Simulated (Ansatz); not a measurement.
The calculation's input:

```
crystal:
  periodic: [false, false, false]
  atoms:
    - symbol: C
      position_ang: [-0.541355, -0.970560, 0.083591]
    - symbol: O
      position_ang: [-0.234171, 0.156759, 0.940607]
    - symbol: Sn
      position_ang: [1.599295, 1.423601, 1.116680]
    - symbol: H
      position_ang: [0.342734, -1.146079, -0.539169]
    - symbol: H
      position_ang: [-1.404038, -0.724133, -0.549477]
    - symbol: H
      position_ang: [-0.746896, -1.854391, 0.701899]
    - symbol: H
      position_ang: [-0.985782, 0.358285, 1.519391]
    - symbol: H
      position_ang: [2.234495, 0.379014, -0.162866]
basis:
  gaussian:
    orbitals: def2-TZVPD
total_charge: 1
magnetization:
  spin_polarized: false
hamiltonian:
  xc: pbe0
output:
  forces: true
  orbitals: {seedname: orbitals}
```

Launched as:

```sh
ansatz run input.yaml --threads 1 --pin off --max-ram 2610MiB --events-out events.jsonl --progress --plain --runs-dir runs
```

Geometry: PBE0-D3(BJ)/def2-SVP; core potentials replace the inner electrons of Sn.

All numbers below come from isolated molecule in a Gaussian basis; Kohn-Sham density functional theory, functional PBE0 in Ansatz.

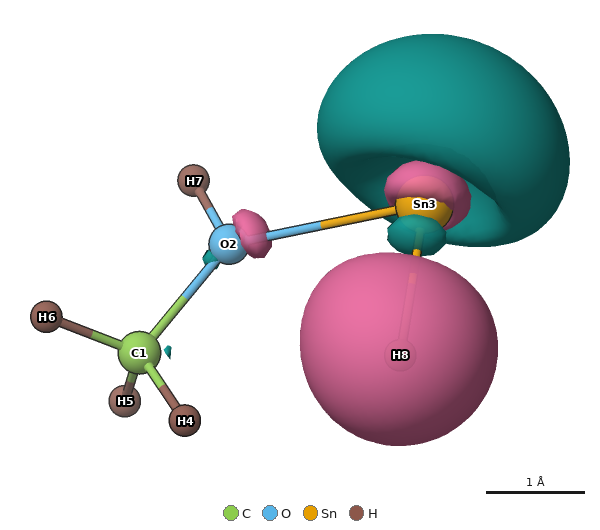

CH5OSn (SMILES C[OH+][SnH]) (charge +1). The HOMO at ±0.15 Å⁻³ᐟ² (teal and pink are the two phases), seen at a tilt.

**Where does this orbital lie, and at what energy?**

By Hirshfeld shares it lies mainly on Sn3 (about 65 %) and H8 (about 30 %). Its energy is −12.42 eV.
